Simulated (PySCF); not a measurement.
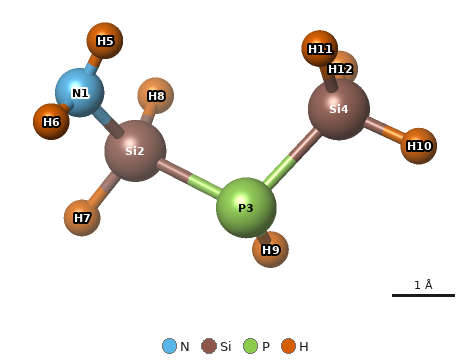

*The structure as given in the input (ball-and-stick view, seen at a tilt; atoms are numbered from 1 in the order of the input).*

Bond lengths as drawn: H–N 1.01 Å, H–P 1.38 Å, H–Si 1.46 to 1.47 Å, N–Si 1.72 Å and P–Si 2.22 to 2.25 Å.

# NMR shielding calculation, with input and output: Si2PNH8

Si2PNH8, computed with GIAO PBE0/pcSseg-1 NMR shielding, non-relativistic, gas phase (PySCF 2.14.0).

The geometry comes from this level: GFN2-xTB. Figures and captions count atoms from 1; the log counts them from 0 in places.

**Log**
```
coarse grid: 10896 points
cycle   1  E = -979.3844284990  dE =  4.504e-02  |g| = 4.141e-01  |ddm| = 3.034e+00
cycle   2  E = -979.3566836415  dE =  2.774e-02  |g| = 5.487e-01  |ddm| = 8.897e-01
cycle   3  E = -979.4217394123  dE = -6.506e-02  |g| = 4.643e-02  |ddm| = 5.489e-01
cycle   4  E = -979.4222118266  dE = -4.724e-04  |g| = 1.713e-02  |ddm| = 7.672e-02
cycle   5  E = -979.4222916038  dE = -7.978e-05  |g| = 3.257e-03  |ddm| = 3.084e-02
cycle   6  E = -979.4222946540  dE = -3.050e-06  |g| = 5.028e-04  |ddm| = 6.041e-03
final grid: 89752 points
cycle   7  E = -979.4408076515  dE = -1.186e-05  |g| = 5.556e-03  |ddm| = 1.731e-02
cycle   8  E = -979.4408008815  dE =  6.770e-06  |g| = 7.883e-03  |ddm| = 1.110e-02
cycle   9  E = -979.4408140876  dE = -1.321e-05  |g| = 3.074e-04  |ddm| = 6.648e-03
cycle  10  E = -979.4408141025  dE = -1.494e-08  |g| = 8.311e-05  |ddm| = 4.019e-04
cycle  11  E = -979.4408141041  dE = -1.568e-09  |g| = 2.477e-05  |ddm| = 1.451e-04
cycle  12  E = -979.4408141043  dE = -2.158e-10  |g| = 3.838e-06  |ddm| = 5.080e-05
```

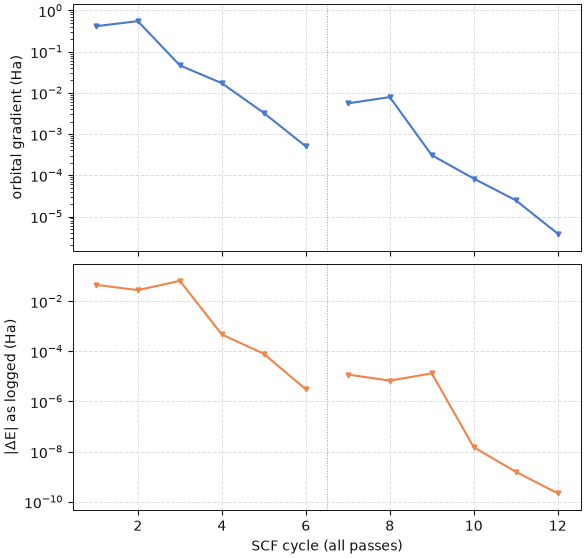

*Convergence of the self-consistent field: orbital gradient and size of the energy change against the SCF cycle. The dotted line marks the change from a coarse to the final integration grid.*

The first 6 cycles use a coarse grid, the final grid takes over at cycle 7, and the field converges after 12 cycles in all.

```
converged SCF energy = -979.4408141043

GIAO shielding tensors (ppm)
atom      isotropic    diamagn.    paramagn.     s11        s22        s33       span
  0 N      257.831     318.196     -60.365    235.566    250.147    287.781     52.214
  1 Si     375.920     879.737    -503.817    320.177    390.930    416.652     96.475
  2 P      631.055     970.495    -339.440    561.024    602.326    729.813    168.788
  3 Si     430.532     880.571    -450.039    385.672    440.238    465.688     80.016
  4 H       31.628      32.275      -0.646     24.118     28.788     41.978     17.860
  5 H       31.629      30.608       1.021     24.416     27.510     42.961     18.545
  6 H       26.440      29.288      -2.848     22.205     25.335     31.780      9.575
  7 H       26.376      29.924      -3.549     22.014     25.893     31.220      9.205
  8 H       31.630      32.066      -0.435     25.878     27.831     41.183     15.305
  9 H       27.530      29.128      -1.598     23.695     25.236     33.659      9.964
 10 H       27.799      30.071      -2.272     24.389     25.885     33.122      8.733
 11 H       27.524      29.595      -2.071     23.845     25.601     33.128      9.283
```

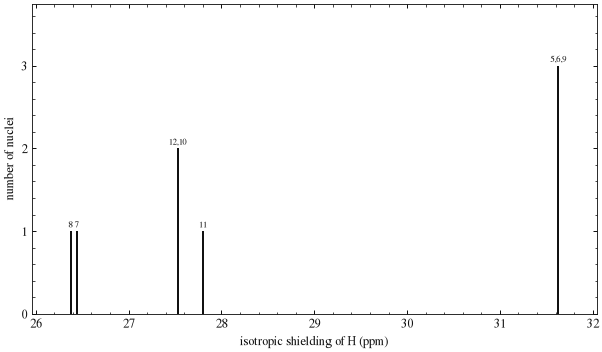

*Isotropic shieldings of the hydrogen nuclei in this fixed geometry, labelled by atom number; shielding grows to the right, so chemical shift grows to the left.*

The least shielded is H8 (26.4 ppm), the most shielded H9 (31.6 ppm).

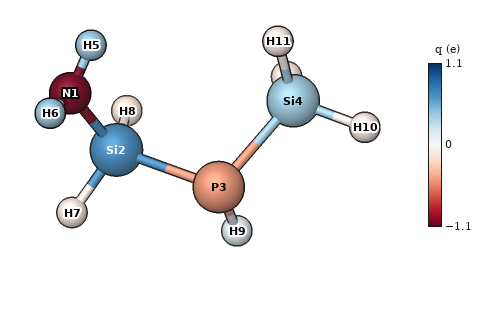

*ESP-fitted charges, as the colour of each atom (ball-and-stick view, seen at a tilt; atoms are numbered from 1 in the order of the input).*

By element: N −1.04, Si +0.41 to +0.74, P −0.49 and H −0.15 to +0.41 e.

The run was set up as follows.

**Input**
```
{"job": {"kind": "nmr", "xc": "PBE0", "basis": "pcSseg-1"}, "charge": 0, "multiplicity": 1}
N      2.195899     0.468478     0.709549
Si     1.198795    -0.745146    -0.002553
P     -0.483522     0.116336    -1.227728
Si    -2.056798     0.475990     0.302603
H      1.798068     1.051976     1.429077
H      2.752479     1.039155     0.092364
H      2.053676    -1.490575    -0.923951
H      0.724634    -1.559315     1.119435
H     -0.976587    -1.102817    -1.643019
H     -3.313879     0.695917    -0.410784
H     -1.663272     1.677463     1.040888
H     -2.228295    -0.628148     1.252812
```

The first line tells a small driver script what to run in PySCF; the rest is the geometry in Å.

Launched with:
```bash
OMP_NUM_THREADS=1 python <driver script> task.json out
```

**Results in brief**

```csv
quantity,value
outcome,converged
total energy,−979.440814 hartree
HOMO,−7.02 eV
LUMO,0.02 eV
dipole moment,0.70 D
"isotropic shielding, N",257.8 ppm
"isotropic shielding, Si",375.9 to 430.5 ppm
"isotropic shielding, P",631.1 ppm
"isotropic shielding, H",26.4 to 31.6 ppm
hardware,"1 CPU thread, shared host"
wall time,16 s
peak memory,0.62 GiB
```
